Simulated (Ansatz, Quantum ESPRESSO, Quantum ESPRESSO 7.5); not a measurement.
**Thickness dependence of 1T-SnSe2**

Aim: screening, gap and ionisation potential of 1T-SnSe2 against the number of layers.

Method: plane-wave DFT, PBE, GBRV ultrasoft pseudopotentials (geometry by Ansatz 0.2.0 with PAW datasets; geometry under PBE and PBE-D3(BJ)), in Quantum ESPRESSO 7.5.

## (1) Starting point

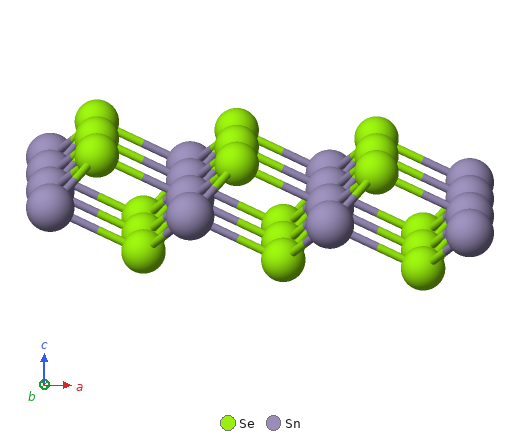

Start, viewed nearly edge on; selenium green, tin purple. 3×3×1 cells are drawn. Some periodic images of atoms are drawn too.

The cell holds 3 atoms: 2 Se and 1 Sn. Cell: a = 3.870 Å, b = 3.870 Å, c = 19.110 Å, α = 90.0°, β = 90.0°, γ = 120.0°. It derives from SnSe2. Vacuum lies along c.

## (2) Geometry from Ansatz, 1 layer

The geometry comes first, from a plane-wave PAW code, so that the later runs on this slab share one structure.

File input.yaml:

```yaml
crystal:
  lattice:
    - [3.87, 0.0, 0.0]
    - [-1.935, 3.3515183126, 0.0]
    - [0.0, 0.0, 19.1104890429]
  atoms:
    - { symbol: Se, position: [0.6666666667, 0.3333333333, 0.4447819195] }
    - { symbol: Sn, position: [0.0, 0.0, 0.5] }
    - { symbol: Se, position: [0.3333333333, 0.6666666667, 0.5552180805] }
kpoints:
  mp_grid: { grid: [6, 6, 1] }
hamiltonian:
  xc: pbe
scf:
  occupations: { method: fermi_dirac, width: 0.05 }
  convergence: { dr2_threshold: 1.0e-08 }
efield:
  axis: 3
  dipole_correction: true
  ramp_position: 0.97
  ramp_width: 0.04
relax:
  f_tol: 0.01
  cell: { fix: [c, alpha, beta] }
output:
  write_potential: true
  write_density: true
  volumetric_format: npy
```

Command:

```
$ ansatz run input.yaml --threads 4 --pin off --max-ram 8192MiB --backend cpu --events-out ev --progress --plain --runs-dir out
```

Numbers of over 12 decimals in the logs are rounded to 6 here.

What it wrote:

```text
Warning: relax.cell: scf.convergence.dr2_threshold = 1e-8 eV is looser than the 3e-10 eV advised for a relaxation that steers and ends on the stress (1e-10 eV for each atom of the cell: 3). What an SCF threshold leaves in a stress goes as its square root, and in the free energy as the threshold itself, and one threshold admits the most on a small cell: [figures from the program's tests cut] Set scf.convergence.dr2_threshold to 3e-10 eV or tighter. The threshold is an SCF's pass mark: one that does not reach it within its budget of iterations ends unconverged, or closes short of it on a stop that the run arms, and scf.convergence.dr2_threshold's page says what that costs each kind of run
Engine: ansatz 0.2.0, aarch64-unknown-linux-gnu
Pseudopotentials: kind: paw
Pseudopotential: Se, paw, valence charge 16, recommended cutoff 420 eV (normal), Se.paw.azcp
Pseudopotential: Sn, paw, valence charge 14, recommended cutoff 420 eV (normal), Sn.paw.azcp
Functional definition: PBE
  parameter kappa = 0.804
  parameter beta = 0.066725
  exchange = pbe_x(kappa = kappa, mu = beta*pi^2/3)
  correlation = pbe_c(beta = beta)
Crystal: 3 atoms, lattice volume = 247.870 Å³
Basis set: ecut = 420 eV, 4911 PW (Γ), exchange–correlation on 54×54×256 points (8 copies of the dense FFT grid, shifted against one another)
Bands: 28, of which v1, the nominal top of the filled ones, is band 23 counted from 1 (22 counted from 0)
Symmetry: 6 space group operations
k-points: 7 of 36 (time reversal used)
Non-local potential: Se, projectors of the file, l = 0: 2, l = 1: 2, l = 2: 3, l = 3: 1
Non-local potential: Sn, projectors of the file, l = 0: 2, l = 1: 2, l = 2: 2, l = 3: 2
PAW form: soft (Blöchl's): semilocal exchange-correlation on the pseudo side does not see the compensation charge
PAW one-centre angular grid: Se, 590 points (default); XC on 64 Gauss nodes
PAW one-centre angular grid: Sn, 590 points (default); XC on 64 Gauss nodes
Initial density: superposition of atomic densities (neutral atoms: chi_scale 0, normalization atom), corrected by the library's trained network
Initial wavefunctions: pseudopotential atomic-orbital guess
Functional: x = pbe(κ = 0.804, μ = 0.219515), c = pbe(β = 0.066725)
SCF iter   1: F=—  HF=-16960.511497 eV  |F-HF|=—  |Δ(HF+E_count)|=         —  Δρ=2.02e-3  dr2=1.72e-2  ethr=1.77e-3  p=-0.000 e·Å  D=-1.81e-4 V/Å  ΔV_dip=0.00 eV  dr2_dipole=5.29e-8  V_vac-E_F(+/−)=5.48/5.48 eV  ⟨swp⟩=10.0  Hψ=1119  notcnv=0
efield: sawtooth ramp at fractional position 0.9700 (set: `efield.ramp_position`, or a place that a band, a saddle search or an elastic batch's reference lends), width 0.0400; the density the first Hamiltonian is built on has a dipole p = -0.000 e·Å; the dipole correction subtracts the counter field D = -1.81e-4 V/Å, which shifts the + side's vacuum level by +0.00 eV against the − side's; the planar-averaged density in the ramp window peaks in size at 2.7e-5 e/Å³
preconditioner: auto → Resta (q_TF=auto, 2.061 Å⁻¹)  ε∞=1.5  [insulator: Δε(μ)=0.831 eV  Ē_g=16.990 eV  σ=0.050 eV  W_gap=1.00  n_scr=42 (ndim 8)  ℏωp=12.0 eV  f_vac=0.707  D(μ)=0.00/eV (n_scr^D=0)  ε∞_Penn≈1.5  vacuum switching on, ρ_ref=2.1e-2 e/Å³]
SCF iter   2: F=—  HF=-16960.504456 eV  |F-HF|=—  |Δ(HF+E_count)|=   7.04e-3  Δρ=6.78e-4  dr2=1.06e-3  ethr=3.73e-5  p=-0.000 e·Å  D=-6.16e-5 V/Å  ΔV_dip=0.00 eV  dr2_dipole=5.56e-9  V_vac-E_F(+/−)=5.39/5.39 eV  ⟨swp⟩=3.3  Hψ=493  notcnv=0  defer=6
SCF iter   3: F=—  HF=-16960.504655 eV  |F-HF|=—  |Δ(HF+E_count)|=   1.99e-4  Δρ=2.27e-4  dr2=9.70e-5  ethr=2.29e-6  p=-0.000 e·Å  D=-8.93e-5 V/Å  ΔV_dip=0.00 eV  dr2_dipole=1.08e-7  V_vac-E_F(+/−)=5.39/5.38 eV  ⟨swp⟩=2.9  Hψ=388  notcnv=0  defer=6
SCF iter   4: F=—  HF=-16960.504722 eV  |F-HF|=—  |Δ(HF+E_count)|=   6.71e-5  Δρ=7.56e-5  dr2=2.55e-5  ethr=2.11e-7  p=0.000 e·Å  D=1.60e-4 V/Å  ΔV_dip=-0.00 eV  dr2_dipole=1.09e-6  V_vac-E_F(+/−)=5.40/5.40 eV  ⟨swp⟩=2.3  Hψ=366  notcnv=0  defer=6
SCF iter   5: F=—  HF=-16960.504720 eV  |F-HF|=—  |Δ(HF+E_count)|=   1.46e-6  Δρ=2.66e-5  dr2=8.89e-6  ethr=5.55e-8  p=-0.000 e·Å  D=-2.58e-4 V/Å  ΔV_dip=0.00 eV  dr2_dipole=1.98e-6  V_vac-E_F(+/−)=5.40/5.39 eV  ⟨swp⟩=2.1  Hψ=353  notcnv=0  defer=6
SCF iter   6: F=—  HF=-16960.504761 eV  |F-HF|=—  |Δ(HF+E_count)|=   4.10e-5  Δρ=1.52e-5  dr2=1.79e-6  ethr=1.93e-8  p=0.000 e·Å  D=8.86e-5 V/Å  ΔV_dip=-0.00 eV  dr2_dipole=3.52e-7  V_vac-E_F(+/−)=5.39/5.40 eV  ⟨swp⟩=2.1  Hψ=229  notcnv=0  defer=6
SCF iter   7: F=—  HF=-16960.504761 eV  |F-HF|=—  |Δ(HF+E_count)|=   5.81e-8  Δρ=5.96e-6  dr2=1.16e-7  ethr=3.90e-9  p=0.000 e·Å  D=6.43e-6 V/Å  ΔV_dip=-0.00 eV  dr2_dipole=1.08e-8  V_vac-E_F(+/−)=5.40/5.40 eV  ⟨swp⟩=2.0  Hψ=225  notcnv=0  defer=6
SCF iter   8: F=-16960.504761 eV  HF=-16960.504761 eV  |F-HF|=1.46e-9  |Δ(HF+E_count)|=   3.63e-8  Δρ=1.38e-6  dr2=9.00e-9  ethr=2.17e-11  p=-0.000 e·Å  D=-7.59e-6 V/Å  ΔV_dip=0.00 eV  dr2_dipole=1.35e-9  V_vac-E_F(+/−)=5.40/5.40 eV  ⟨swp⟩=8.3  Hψ=1377  notcnv=0
SCF 1 converged in 8 iterations: F = -16960.504761 eV  dr2 = 9.00e-9
  greatest PAW one-centre occupation: 1.000 electrons in one spin orbital (limit 2), on the Se atom at site 2 (counted from 0), in its partial waves of l = 2
relax step   1: F+E_penalty+E_count = -16960.50476125 eV  Δ(F+E_penalty+E_count) = +0.000e0 eV  max|allowed force component| = 5.268e0 eV/Å  Δτ_max = 0.0000 Å  P = +9.039 GPa  Ω = 247.870 Å³  fix = [c, alpha, beta]  reactions: c +7.189 GPa  (8 SCF iters, accepted)
Crystal: 3 atoms, lattice volume = 254.602 Å³
Basis set: ecut = 420 eV, 5043 PW (Γ), exchange–correlation on 54×54×256 points (8 copies of the dense FFT grid, shifted against one another)
Initial density: handed on by an earlier stage of this run
Initial wavefunctions: those handed on with the density
iter 1 solved again at ethr=1.67e-4 eV; its pass at ethr=3.10e-3 eV (dr2=7.69e-2 eV) is discarded
SCF iter   1: F=—  HF=-16962.405939 eV  |F-HF|=—  |Δ(HF+E_count)|=         —  Δρ=5.20e-3  dr2=7.50e-2  ethr=1.67e-4  p=0.000 e·Å  D=2.24e-5 V/Å  ΔV_dip=-0.00 eV  dr2_dipole=6.61e-9  V_vac-E_F(+/−)=5.35/5.35 eV  ⟨swp⟩=2.0  Hψ=1199  notcnv=0
[...]
relax step   4: F+E_penalty+E_count = -16963.35341442 eV  Δ(F+E_penalty+E_count) = -1.500e-1 eV  max|allowed force component| = 4.291e-1 eV/Å  Δτ_max = 0.2000 Å  P = -0.445 GPa  Ω = 246.918 Å³  energy of the carried Pulay correction = +1.125e-4 eV  fix = [c, alpha, beta]  reactions: c -0.907 GPa  (9 SCF iters, accepted)
[...]
relax step   5: F+E_penalty+E_count = -16963.37456226 eV  Δ(F+E_penalty+E_count) = -2.115e-2 eV  max|allowed force component| = 8.632e-3 eV/Å  Δτ_max = 0.0533 Å  P = -0.053 GPa  Ω = 249.132 Å³  energy of the carried Pulay correction = -1.484e-4 eV  fix = [c, alpha, beta]  reactions: c -0.009 GPa  (9 SCF iters, accepted)
[...]
relax step   6: F+E_penalty+E_count = -16963.37476363 eV  Δ(F+E_penalty+E_count) = -2.014e-4 eV  max|allowed force component| = 4.225e-3 eV/Å  Δτ_max = 0.0006 Å  P = -0.026 GPa  Ω = 248.690 Å³  energy of the carried Pulay correction = -9.652e-5 eV  fix = [c, alpha, beta]  reactions: c -0.000 GPa  (4 SCF iters, accepted)
Initial wavefunctions: pseudopotential atomic-orbital guess (no wavefunctions were taken with the density)
iter 1 solved again at ethr=7.86e-7 eV; its pass at ethr=3.10e-3 eV (dr2=3.61e-4 eV) is discarded
SCF iter   1: F=—  HF=-16963.373032 eV  |F-HF|=—  |Δ(HF+E_count)|=         —  Δρ=7.86e-5  dr2=3.32e-7  ethr=7.86e-7  p=-0.000 e·Å  D=-6.20e-6 V/Å  ΔV_dip=0.00 eV  dr2_dipole=6.65e-10  V_vac-E_F(+/−)=5.65/5.65 eV  ⟨swp⟩=3.0  Hψ=1415  notcnv=0
efield: sawtooth ramp at fractional position 0.9700 (set: `efield.ramp_position`, or a place that a band, a saddle search or an elastic batch's reference lends), width 0.0400; the density the first Hamiltonian is built on has a dipole p = -0.000 e·Å; the dipole correction subtracts the counter field D = -6.20e-6 V/Å, which shifts the + side's vacuum level by +0.00 eV against the − side's; the planar-averaged density in the ramp window peaks in size at 3.0e-6 e/Å³
eigensolver tolerance schedule: the retry pair's looser diagonalisation over-reported the residual by 1086.38 of it (diagonalisation noise at 0.38 of the residual, at the tolerance the schedule requests for it); recorded, not acted on — ethr = c·dr2/N_el stays at c = 1.0e-1
preconditioner: auto → Resta (q_TF=auto, 2.059 Å⁻¹)  ε∞=2.0  [insulator: Δε(μ)=0.804 eV  Ē_g=9.542 eV  σ=0.050 eV  W_gap=1.00  n_scr=42 (ndim 8)  ℏωp=9.4 eV  f_vac=0.662  D(μ)=0.00/eV (n_scr^D=0)  ε∞_Penn≈2.0  vacuum switching on, ρ_ref=6.6e-3 e/Å³]
SCF iter   2: F=—  HF=-16963.374171 eV  |F-HF|=—  |Δ(HF+E_count)|=   1.14e-3  Δρ=3.94e-5  dr2=9.19e-8  ethr=7.23e-10  p=0.000 e·Å  D=1.89e-6 V/Å  ΔV_dip=-0.00 eV  dr2_dipole=1.88e-9  V_vac-E_F(+/−)=5.65/5.65 eV  ⟨swp⟩=4.1  Hψ=498  notcnv=0
SCF iter   3: F=—  HF=-16963.374765 eV  |F-HF|=—  |Δ(HF+E_count)|=   5.95e-4  Δρ=6.15e-6  dr2=1.67e-7  ethr=2.00e-10  p=-0.000 e·Å  D=-2.91e-5 V/Å  ΔV_dip=0.00 eV  dr2_dipole=4.98e-8  V_vac-E_F(+/−)=5.65/5.65 eV  ⟨swp⟩=3.3  Hψ=300  notcnv=0  recentre
SCF iter   4: F=—  HF=-16963.374792 eV  |F-HF|=—  |Δ(HF+E_count)|=   2.68e-5  Δρ=2.34e-6  dr2=2.58e-8  ethr=2.00e-10  p=0.000 e·Å  D=6.93e-6 V/Å  ΔV_dip=-0.00 eV  dr2_dipole=7.47e-9  V_vac-E_F(+/−)=5.65/5.65 eV  ⟨swp⟩=2.3  Hψ=225  notcnv=0
SCF iter   5: F=-16963.374800 eV  HF=-16963.374800 eV  |F-HF|=4.77e-8  |Δ(HF+E_count)|=   8.25e-6  Δρ=3.67e-7  dr2=3.62e-10  ethr=2.17e-11  p=-0.000 e·Å  D=-3.31e-6 V/Å  ΔV_dip=0.00 eV  dr2_dipole=2.64e-12  V_vac-E_F(+/−)=5.65/5.65 eV  ⟨swp⟩=9.1  Hψ=1236  notcnv=0
SCF 7 converged in 5 iterations: F = -16963.374800 eV  dr2 = 3.62e-10
relax step   7: F+E_penalty+E_count = -16963.37480034 eV  Δ(F+E_penalty+E_count) = -3.671e-5 eV  max|allowed force component| = 4.225e-3 eV/Å  Δτ_max = 0.0000 Å  P = -0.034 GPa  Ω = 248.690 Å³  fix = [c, alpha, beta]  reactions: c -0.009 GPa  stress off target by 4.68e-2 GPa on what of the cell is left free  SCF on the basis re-selected at this cell (its energy is not comparable with the rows above)  (5 SCF iters)
basis re-selected at this cell: Δ(F+E_penalty+E_count) = -3.671e-5 eV, ΔP = -0.008 GPa vs the last step (what re-selecting the basis moved, of the pressure what is left beyond the Pulay correction that the steps carried, after the strain that the cell walked since its last selection, with what the two solves' SCF thresholds leave and, on support functions, any second-order correction that the steps lacked; it is no m [...]
WARN: The input density's exchange-correlation potential varies sharply where the density is thin. Do not read a vacuum level from v_tot or v_xc, or from such a field of the output density. On a cell that repeats whose density bears no net charge and no dipole along the vacuum's axis use v_es (v_loc + v_h of the components); under efield.dipole_correction with no amplitude use v_es + v_field, which holds any external [...]
SCF converged after 5 iterations
Free energy (F): -16963.374800 eV
Harris-Foulkes:  -16963.374800 eV  (|F-HF|=4.77e-8)
Internal energy: -16963.374728 eV  (E = F + TS)
E sigma→0 (E₀):  -16963.374764 eV
Entropy (-TS):   -0.000073 eV (-0.024 meV/atom)
Fermi energy:    -1.287329 eV
Dipole field:    D = -0.000001 V/Å  (p = -0.000002 e·Å, saw-weighted, corrected)
Work function:   Φ+ = 5.6467 eV   Φ− = 5.6467 eV
Levels:          The Fermi level and band energies are counted from a zero that moves with the ramp; work functions are not
--- Per-component energies (eV) ---
  E_band       = -1298.945943
  E_kinetic    = 422.903030
  E_local      = -31705.619745  (includes V_loc(G=0)·N_el)
  E_nonlocal   = -1222.413121
  E_hartree    = 15710.538753
  E_xc         = -588.732518
  E_vxc        = -289.806007  (∫ρ·V_xc dr)
  E_paw        = -7963.823596  (= ΣΔE_a)
  E_vpaw       = 74.911114  (= ΣTr[D̂ρ^β])
  E_aug_tail   = -0.001195  (compensation charges beyond the density's cutoff)
  E_efield     = 0.000000  (sawtooth field / dipole correction)
  E_vefield    = 0.000012  (∫n·V_field dr)
  E_ewald      = 8383.773665
  E_smearing   = -0.000073  (= −TS)
  E_closure    = 0.000000  (closes the sum)
  Σ components = -16963.374800   (vs F -16963.374800, Δ=0.00e0)
--- Forces (eV/Å), atoms counted from 1 ---
  atom   1  Se    -0.00000000    -0.00000000     0.00422271
  atom   2  Sn    -0.00000000    -0.00000000     0.00000232
  atom   3  Se     0.00000000     0.00000000    -0.00422526
  max |Σ_I F_I| component: 2.27e-7 eV/Å
--- Stress (GPa, compression-positive) ---
       -0.046825      -0.000000      -0.000000
       -0.000000      -0.046825      -0.000000
        0.000000      -0.000000      -0.008668
  P = ⅓ Tr σ = -0.0341 GPa (-0.341 kbar)
--- Band table (eV; the first three rows and the last of 7) ---
  k-point 0: bands = [... 19 lower, -2.1668, -2.1668, -1.7873, -1.7873, -0.2116, 1.3361, 2.8595, 2.8595, ... 1 higher]
  k-point 1: bands = [... 19 lower, -2.8771, -2.8063, -2.5447, -1.7088, 0.4479, 2.1082, 3.1647, 3.3866, ... 1 higher]
  k-point 2: bands = [... 19 lower, -3.8194, -3.5559, -2.3475, -1.8946, -0.4094, 2.4557, 3.7487, 3.9573, ... 1 higher]
  k-point 6: bands = [... 19 lower, -5.1891, -4.8106, -2.4608, -2.4607, 0.1172, 3.5893, 3.5893, 4.8311, ... 1 higher]
--- Relaxed structure (6 steps of the walk, 6 accepted, 1 SCFs on fresh bases) ---
  F+E_penalty+E_count = -16963.37480034 eV   max|allowed force component| = 4.225e-3 eV/Å   (the final SCF, on the basis selected at the relaxed cell)
  cell:  # Å, volume = 248.6902 Å³
    - [3.876396, 2.3669999380971036e-19, 0]
    - [-1.938198, 3.357057, 0]
    - [0, 0, 19.1104890429]
  atoms:
    - { symbol: Se, position: [0.666667, 0.333333, 0.416687] }
    - { symbol: Sn, position: [0, 0, 0.500000] }
    - { symbol: Se, position: [0.333333, 0.666667, 0.583313] }
```

The job ended after 8.7 s (4 threads of Arm Neoverse V1, shared host; peak memory 0.54 GiB).

Relaxation path:

```tsv
step	energy less that of the first step (eV)	largest force component (eV/Å)	pressure (GPa)	volume (Å³)
1	0.0000	5.2682	9.04	247.87
2	-1.8825	3.0052	4.08	254.60
3	-2.6986	1.2390	1.33	253.50
4	-2.8487	0.4291	-0.44	246.92
5	-2.8698	0.0086	-0.05	249.13
6	-2.8700	0.0042	-0.03	248.69
7*	-2.8700	0.0042	-0.03	248.69
```

Relaxation steps marked * repeat the geometry before them on a plane-wave basis chosen anew for their cell, so energy and pressure can jump there.

Forces are held to the 6 operations that the run works with; a distortion that breaks them can't arise in this run.

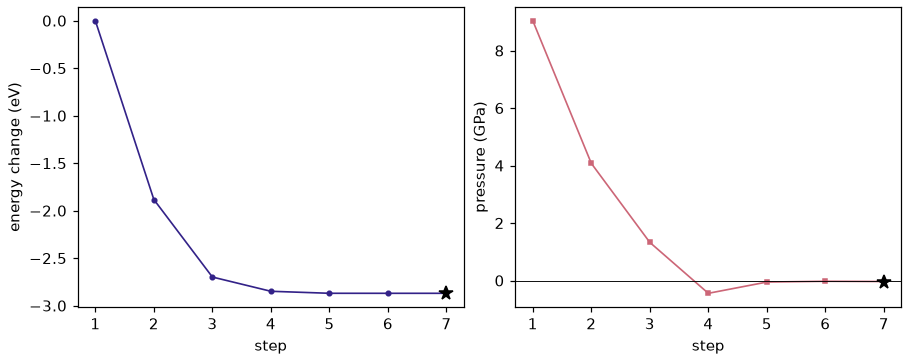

Energy and pressure along the relaxation. Stars mark steps on a basis chosen anew.

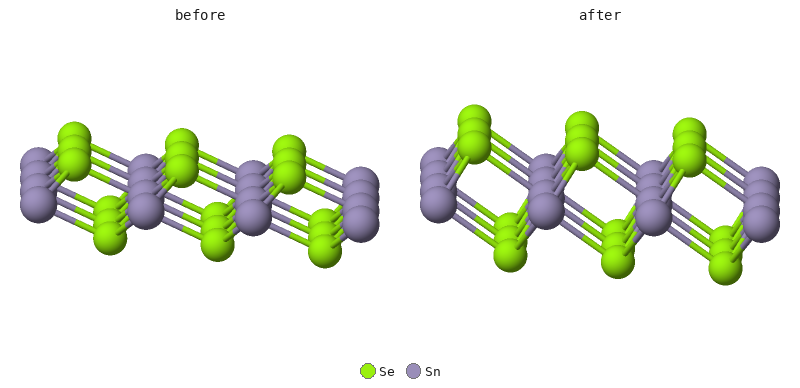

Before and after, at one scale.

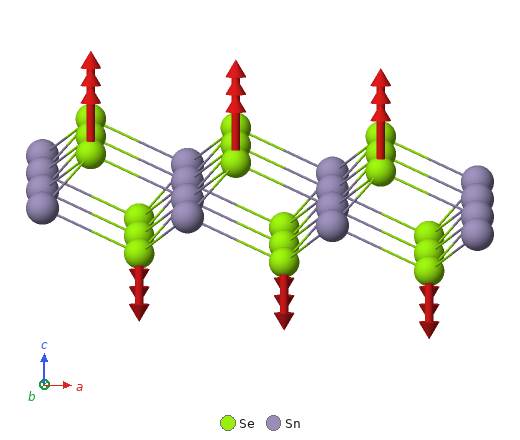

Displacements in the relaxation, exaggerated, measured against the changing cell; the longest in the cell stands for 0.54 Å. 3×3×1 cells are drawn. Some periodic images of atoms are drawn too.

```tsv
cell as run	before	after	change
a (Å)	3.870	3.876	+0.2 %
b (Å)	3.870	3.876	+0.2 %
```

The atoms that moved most (Å, along periodic axes as changes of fractional coordinates times the final cell, across vacuum about the mean position):

```tsv
atom	dx	dy	dz	length
Se1	0.000	0.000	-0.537	0.537
Se3	0.000	0.000	0.537	0.537
```

The relaxed structure:

```xyz
3
Lattice="3.8764 0.0000 0.0000 -1.9382 3.3571 0.0000 0.0000 0.0000 19.1105" Properties=species:S:1:pos:R:3
Se    1.9382    1.1190    7.9631
Sn    0.0000    0.0000    9.5552
Se    0.0000    2.2380   11.1474
```

Numbers from this step:

```
free energy                                                      : -16963.3748 eV
Fermi energy                                                     : -1.287 eV
gap by band count                                                : 0.8038 eV
symmetry operations                                              : 6
dipole along the normal                                          : -1.86e-6 e·Å
vacuum level at the upper face over a Fermi level inside the gap : 5.647 eV
vacuum level at the lower face over a Fermi level inside the gap : 5.647 eV
```

(Part 1 of 8 ends here.)

[Logs are printed without paths, hosts, clocks, repeated set-up lines and the standing remarks that a program may print on its own settings, such as how far it seeks lower states.]

[Hosts, paths, dates, database ids (printed as entryN), source tags and the programs' standing remarks are cut or masked in the printed files.]

[Maps of the electrostatic potential energy from Ansatz leave out the sawtooth potential of an applied field or a dipole correction, so their vacuum need not be flat; planar profiles and work functions include it.]
